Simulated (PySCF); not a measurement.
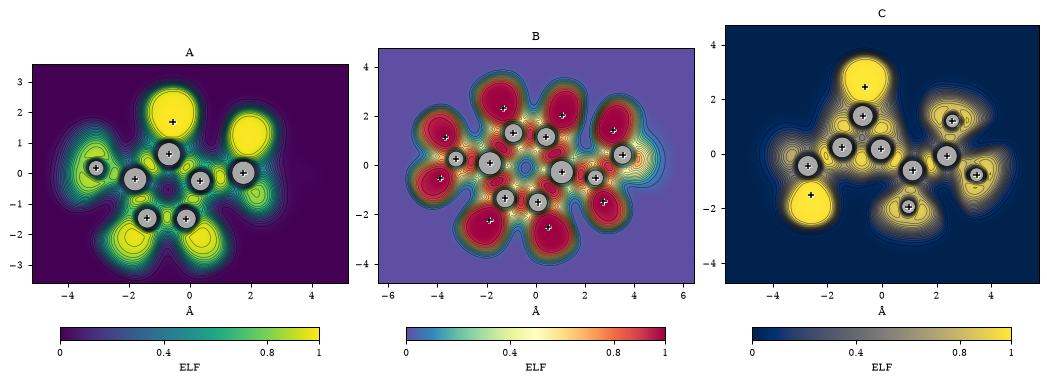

The ELF of 3 systems, each on a plane through atoms (crosses mark nuclei in the plane; grey discs cover the cores).

Method: PySCF, PBE0/pcSseg-1, SCF density, gas phase, non-relativistic.

System 1: C$_{6}$H$_{4}$F$_{3}$ (SMILES C[c+]1cc1C(F)=C(F)F) (charge +1), the plane of atoms F6, C5 and C7. Geometry: GFN2-xTB.

| atom | x (Å) | y (Å) | z (Å) |
| --- | --- | --- | --- |
| C | 2.3856 | 0.4126 | -0.0879 |
| C | 1.1235 | -0.0903 | -0.5321 |
| C | 0.3568 | -0.8632 | -1.3739 |
| C | -0.2820 | -0.1277 | -0.3864 |
| C | -1.4316 | 0.2961 | 0.2881 |
| F | -1.2671 | 1.1424 | 1.3063 |
| C | -2.6927 | -0.1092 | -0.0421 |
| F | -3.7686 | 0.2639 | 0.5572 |
| F | -2.9128 | -0.9324 | -1.0239 |
| H | 2.2814 | 1.1778 | 0.6792 |
| H | 2.9587 | 0.7908 | -0.9394 |
| H | 2.9826 | -0.4168 | 0.3074 |
| H | 0.2618 | -1.5435 | -2.1912 |

System 2: C$_{6}$H$_{10}$FN$_{3}$, the plane of atoms N5, N10 and N9. Geometry: GFN2-xTB.

```yaml
atoms:
  - { symbol: C, position_ang: [-2.5557, 1.1992, 0.2214] }
  - { symbol: C, position_ang: [-1.3060, 0.3653, 0.4733] }
  - { symbol: C, position_ang: [-1.0193, -0.5770, -0.6939] }
  - { symbol: C, position_ang: [0.2220, -1.4441, -0.4637] }
  - { symbol: N, position_ang: [1.4110, -0.6383, -0.3900] }
  - { symbol: C, position_ang: [2.0894, -0.2352, 0.7071] }
  - { symbol: C, position_ang: [3.0937, 0.5501, 0.1765] }
  - { symbol: F, position_ang: [4.0503, 1.1939, 0.8313] }
  - { symbol: N, position_ang: [2.9745, 0.5837, -1.1554] }
  - { symbol: N, position_ang: [1.9616, -0.1317, -1.4809] }
  - { symbol: H, position_ang: [-2.7429, 1.8669, 1.0582] }
  - { symbol: H, position_ang: [-2.4380, 1.8000, -0.6770] }
  - { symbol: H, position_ang: [-3.4242, 0.5573, 0.0936] }
  - { symbol: H, position_ang: [-1.4389, -0.2183, 1.3877] }
  - { symbol: H, position_ang: [-0.4553, 1.0336, 0.6222] }
  - { symbol: H, position_ang: [-1.8734, -1.2384, -0.8474] }
  - { symbol: H, position_ang: [-0.8698, 0.0025, -1.6065] }
  - { symbol: H, position_ang: [0.1314, -2.0098, 0.4664] }
  - { symbol: H, position_ang: [0.3451, -2.1353, -1.3012] }
  - { symbol: H, position_ang: [1.8396, -0.5137, 1.7074] }
```

System 3: C$_{5}$H$_{10}$B$_{2}$N$_{2}$, the plane of atoms N2, B3 and C9. Geometry: GFN2-xTB.

```xyz
19

C    -3.1789    0.7743    0.0390
N    -2.1677   -0.0568   -0.5654
B    -0.7923   -0.0844   -0.3553
C     0.0629   -1.1093   -1.1682
C     1.3886   -1.2022   -0.9945
B     2.1180   -0.2816    0.0311
N     3.4900   -0.3864    0.2340
C     1.2710    0.7582    0.8279
C    -0.0555    0.8508    0.6546
H    -3.9202    0.1661    0.5674
H    -3.7014    1.3660   -0.7194
H    -2.7197    1.4545    0.7508
H    -2.5645   -0.7004   -1.2368
H    -0.4233   -1.7654   -1.8901
H     1.9531   -1.9292   -1.5767
H     4.0002    0.1861    0.8857
H     4.0757   -1.0433   -0.2540
H     1.7577    1.4222    1.5411
H    -0.6032    1.5901    1.2365
```

**Which map belongs to which system?**

Panel A is system 2, C$_{6}$H$_{10}$FN$_{3}$: the plane holds C, N, F and H. N–N (1.28 Å): the ELF peaks at about 0.90 between the atoms: a covalent bond. Panel B is system 3, C$_{5}$H$_{10}$B$_{2}$N$_{2}$: the plane holds C, N, B and H. C–C (1.34 Å): the ELF peaks at about 0.95 between the atoms (a multiple bond). Panel C is system 1, C$_{6}$H$_{4}$F$_{3}$: the plane holds C, F and H. C–F (1.29 Å): the ELF peaks at about 0.85 between the atoms; a polar covalent bond.
